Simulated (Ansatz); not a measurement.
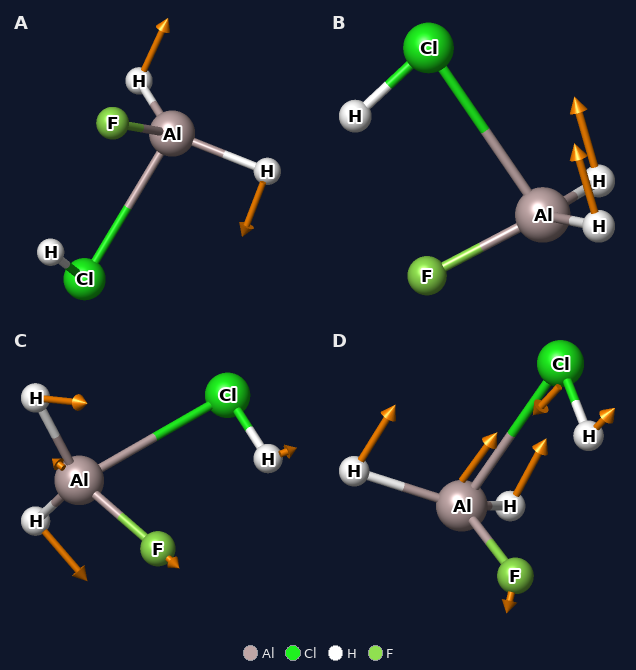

4 normal modes of one molecule or complex, as arrows. Harmonic vibrations computed with RKS PBE0-D4/def2-TZVP (Ansatz 0.2.0) at a stationary point of the same level.

**Match the panels to the wavenumbers 173 cm⁻¹, 354 cm⁻¹, 656 cm⁻¹, 806 cm⁻¹.**

A: 354 cm⁻¹, Cl–Al–H bending
B: 656 cm⁻¹, Cl–Al–H bending
C: 806 cm⁻¹
D: 173 cm⁻¹
